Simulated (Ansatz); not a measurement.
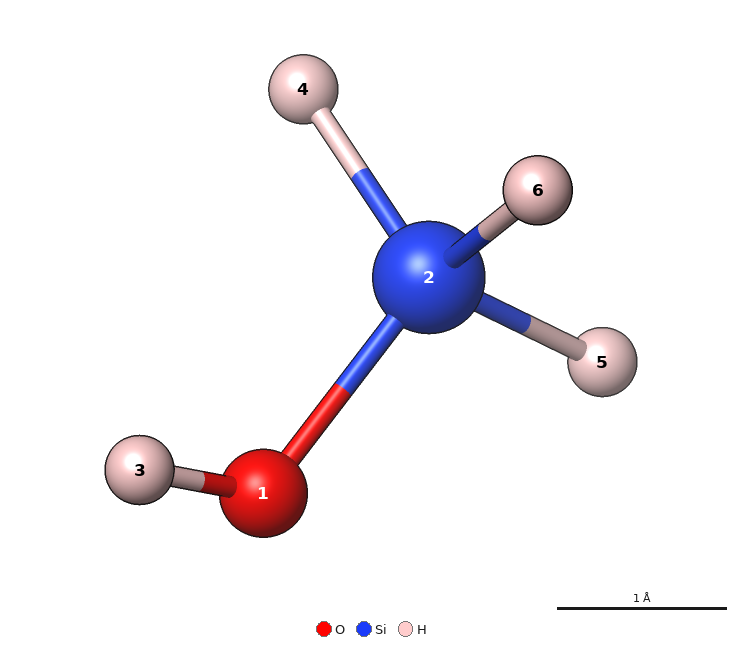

The picture comes from a calculation with Ansatz.

Geometry: moved along internal coordinates away from the minimum.

What are the angles Si2–O1–H3, O1–Si2–H5, O1–Si2–H4, H4–Si2–H6, H4–Si2–H5?

```tsv
angle	degrees
Si2–O1–H3	117.9
O1–Si2–H5	105.9
O1–Si2–H4	111.7
H4–Si2–H6	107.9
H4–Si2–H5	109.9
```
